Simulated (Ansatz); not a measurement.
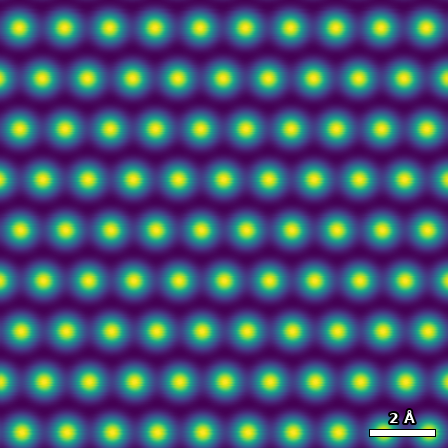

Integrated-DPC-like image of W. Simulated as the projected potential of neutral atoms (B = 0.8 Å²) blurred by a 0.61 Å probe, the thin-sample limit of integrated differential phase contrast. A slight drift was added.

### Give the net of the columns and its spacings.

The pattern repeats on a centred rectangular net of 1.4 × 3.2 Å.

### Which plane group does this projection have?

c2mm: perpendicular mirror lines on a centred net, with further twofold points between them.

### How many columns does the smallest repeating cell hold, and how many levels of brightness?

1 column in the primitive cell of 2.2 Å², all of one brightness.

The crystal is W (Im-3m, No. 229) seen along [210]. Atomic positions: a calculation's starting geometry.
